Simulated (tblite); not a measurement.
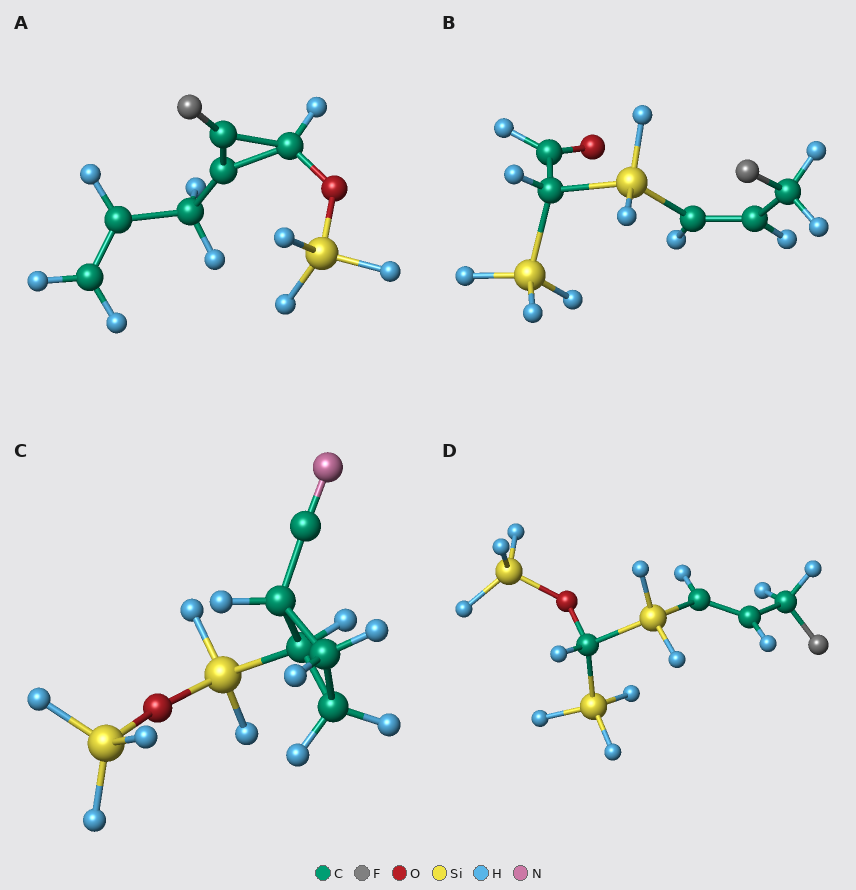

Figure made from data computed with tblite.

```xyz
20
charge 0, multiplicity 1
O    -1.2423    0.6889   -2.3247
C    -1.9128    1.1421   -1.4275
C    -1.7133    0.8547   -0.0052
Si   -2.6425   -0.7711    0.3917
Si    0.1682    0.7802    0.3807
C     0.9135   -0.6938   -0.5214
C     2.1973   -1.0173   -0.5612
C     3.3090   -0.3041    0.1347
F     2.8648    0.6876    0.9750
H    -2.7624    1.8195   -1.6620
H    -2.1834    1.6332    0.5981
H    -4.0754   -0.5608    0.1605
H    -2.1765   -1.8678   -0.4526
H    -2.4124   -1.0690    1.8051
H     0.2711    0.6322    1.8363
H     0.7363    2.0507   -0.0767
H     0.2343   -1.3059   -1.0976
H     2.5532   -1.8659   -1.1344
H     3.8924   -0.9995    0.7517
H     3.9758    0.1766   -0.5931
```

Which picture belongs to the input above?

B. The file holds C5H11FOSi2, `O=C[C@@H]([SiH3])[SiH2]/C=C\CF`.
